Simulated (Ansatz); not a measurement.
```yaml
crystal:
  lattice:
    - [4.66359, 0.00000, 0.00000]
    - [0.00000, 4.66359, 0.00000]
    - [0.00000, 0.00000, 4.66359]
  atoms:
    - { symbol: Ru, position: [0.50000, 0.00000, 0.00000] }
    - { symbol: Ru, position: [0.00000, 0.50000, 0.00000] }
    - { symbol: Ru, position: [0.00000, 0.00000, 0.50000] }
    - { symbol: Pd, position: [0.00000, 0.00000, 0.00000] }
    - { symbol: Pt, position: [0.50000, 0.50000, 0.50000] }
```

Space group Pm-3m; a structure generated by program, which may or may not match a known phase; spin-polarised.

The calculation used Ansatz, DFT PBE, scalar-relativistic, plane waves, PAW.

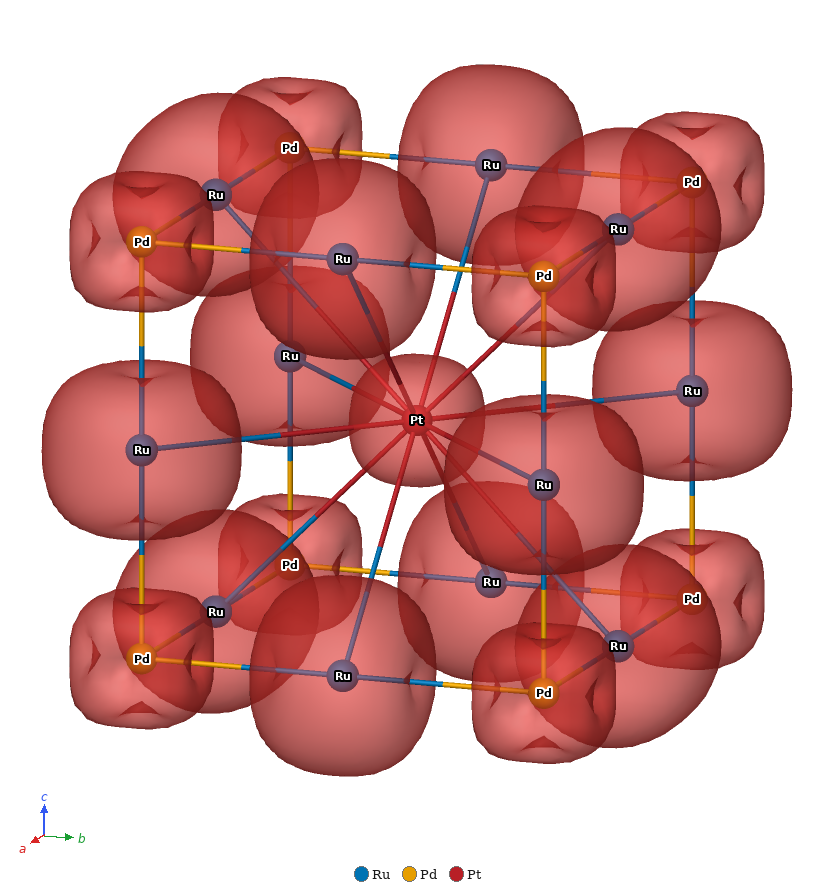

PdRu3Pt. Isosurface of the spin density at +0.08 e/Å³ (red), seen slightly off an axis. Sticks mark near contacts.

The density is the valence pseudo-density of a PAW calculation; it isn't the true density close to the nuclei.

Which atoms carry the moments, and with what signs?

The spin density sits on Ru: +1.6 μB (×3); Pd: +0.5 μB in one cell of 5 atoms, with smaller moments on other sites: Pt (up to +0.33 μB): parallel main moments (a ferromagnetic arrangement) in this solution. The cell of the calculation (5 atoms) carries 6.3 μB of net spin moment.
